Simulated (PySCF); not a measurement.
# C4H8Cl2Si: what the fields show

Input

```
{"job": {"kind": "nmr", "xc": "PBE0", "basis": "pcSseg-1"}, "charge": 0, "multiplicity": 1}
C      2.390463     0.104675    -0.306359
C      1.434338     0.566401     0.485837
Si     0.068947    -0.484628     1.237920
C     -1.545293    -0.019396     0.288035
Cl    -2.042733     1.618204     0.816913
C     -1.375205     0.034659    -1.211616
Cl    -0.780922    -1.538332    -1.780189
H      2.454893    -0.939250    -0.566789
H      3.150926     0.742850    -0.730874
H      1.419314     1.626763     0.713345
H     -0.175204    -0.124975     2.635053
H      0.310522    -1.916477     1.074622
H     -2.374241    -0.679058     0.547673
H     -2.311891     0.237753    -1.734081
H     -0.628327     0.778801    -1.491404
```

Launched as:

```sh
OMP_NUM_THREADS=1 python probes_run.py task.json out
```

Geometry: GFN2-xTB.

These are results of PBE0/pcSseg-1, SCF density, gas phase, non-relativistic (PySCF 2.14.0), not measurements.

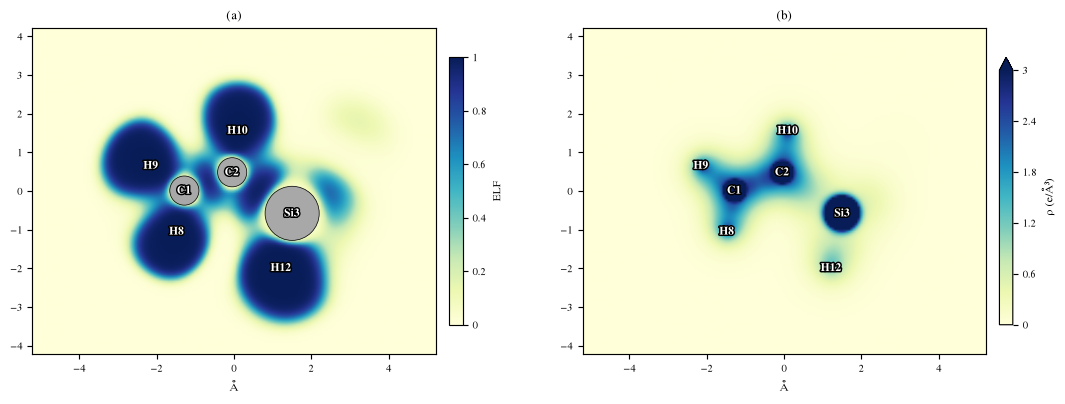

Figure 1. (a) electron localisation function; (b) total electron density on the plane of atoms Si3, C2 and H10. Grey discs cover the atomic cores in the ELF map.

Q: What do the fields say about this system?

A: The plane passes through C, Si and H nuclei. C–C (1.32 Å): the density is about 2.3 e/Å³ at the midpoint; the ELF peaks at about 0.90 between the atoms: a short, multiple covalent bond. C–Si (1.88 Å): ρ is about 0.94 e/Å³ halfway; the ELF peaks at about 0.95 between the atoms (localised, covalent bonding). C–H (1.08 Å): ρ at the midpoint is about 2.1 e/Å³; the ELF climbs to about 1 towards the hydrogen, as it does in any bond to H; a covalent bond by its length. Si–H (1.46 Å): the density is about 0.81 e/Å³ at the midpoint; the ELF climbs to about 1 towards the hydrogen.

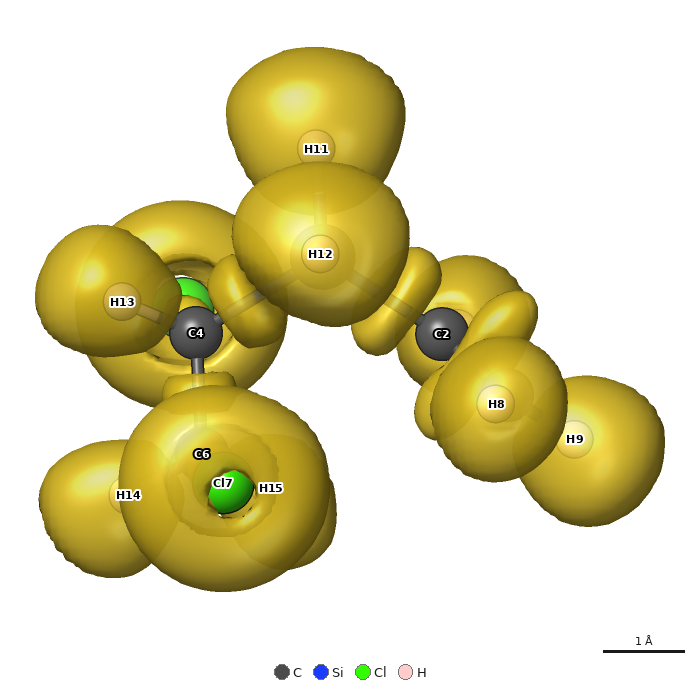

Figure 2. Isosurface of the electron localisation function at 0.8 (yellow), seen at a tilt. Only the valence region is drawn (cores and ρ < 0.01 e/Å³ removed).

Q: Describe the localisation domains.

A: The ELF exceeds this value in two regions between bonded C–C atoms (shared pairs), two regions between bonded C–Cl atoms (shared pairs), two regions between bonded C–Si atoms (shared pairs), eight regions around hydrogen nuclei and two rings or bowls of non-bonding electrons around Cl. Profiles from the grid: C–Cl (1.78 Å): the ELF peaks at about 0.90 between the atoms (a covalent bond).

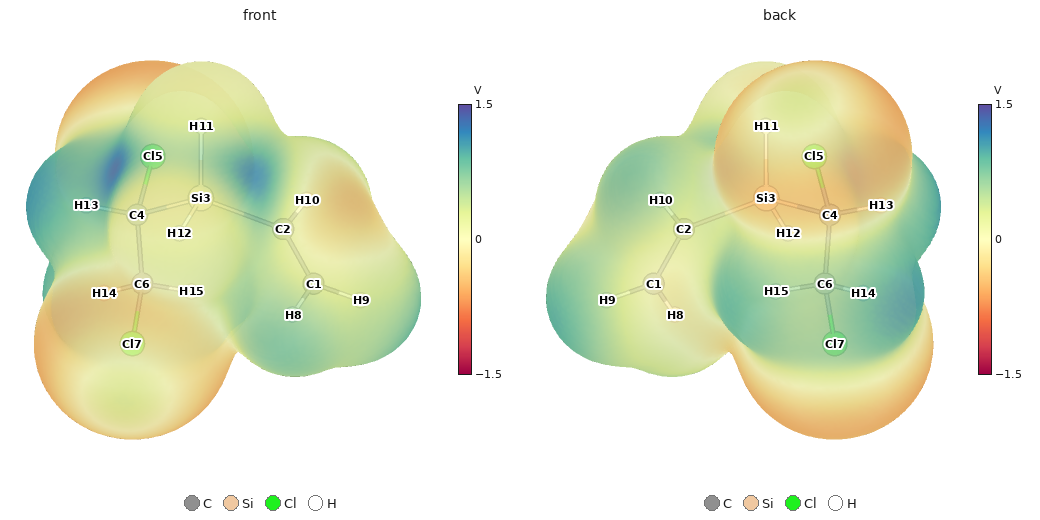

Figure 3. The electrostatic potential painted on the density surface at 0.002 e/bohr³, seen from the front and from behind; the colour scale runs from red (negative) to blue (positive).

Q: Describe the electrostatic potential map.

A: The most negative region (about −0.6 V) lies over Cl5 and Cl7, the most positive (about +1.2 V) over Si3. Cl5 shows a σ-hole: about +0.3 V at the tip opposite its bond, against about −0.3 V on its flanks. Cl7 shows a σ-hole: about +0.3 V at the tip opposite its bond, against about −0.3 V on its flanks.

Q: What dipole moment does the calculation give?

A: Its dipole moment is 0.68 D.
